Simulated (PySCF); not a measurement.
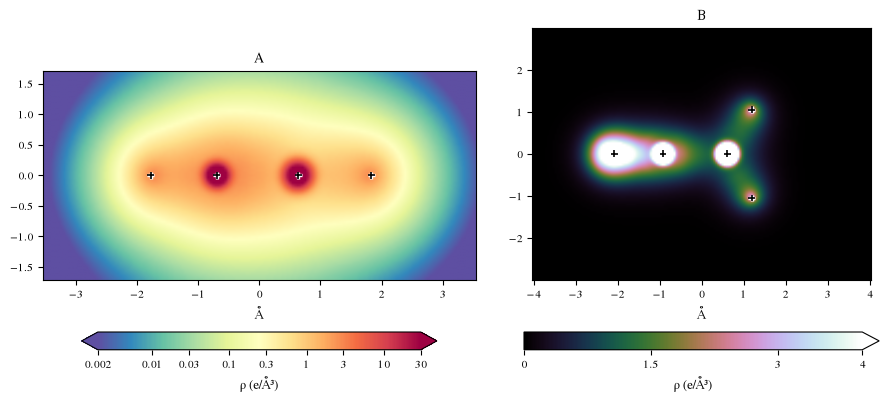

The total electron density of 2 systems, each on a plane through atoms (crosses mark nuclei in the plane).

Level of theory: PySCF, Gaussian-basis quantum chemistry of an isolated molecule with PySCF, energy and nuclear gradient, functional PBE0.

System 1: CH2B (SMILES [BH-]#C) (charge −1), a plane that holds the molecular axis. Geometry: PBE0-D3(BJ)/def2-SVPD; the highest occupied orbital lies above zero, a sign that basis and functional describe the outermost electron poorly.

```xyz
4

C     0.0000    0.0000   -0.6939
B     0.0000    0.0000    0.6350
H     0.0000    0.0000   -1.7751
H     0.0000    0.0000    1.8341
```

System 2: CH2BN (SMILES BC#N), the molecular plane. Geometry: B3LYP-D4/def2-SVP.

```yaml
atoms:
  - { symbol: C, position_ang: [1.0887, -0.2676, 0.1838] }
  - { symbol: B, position_ang: [0.0875, -1.2779, -0.3803] }
  - { symbol: N, position_ang: [1.8500, 0.5009, 0.6127] }
  - { symbol: H, position_ang: [-0.1571, -1.2637, -1.5553] }
  - { symbol: H, position_ang: [-0.4318, -2.0632, 0.3643] }
```

Question: Which map belongs to which system?

Answer: Panel A is system 1, CH2B: the plane holds C, B and H. C–B (1.33 Å): ρ at the midpoint is about 1.9 e/Å³. Panel B is system 2, CH2BN: the plane holds C, B, N and H. C–N (1.16 Å): the density is about 3.6 e/Å³ at the midpoint.
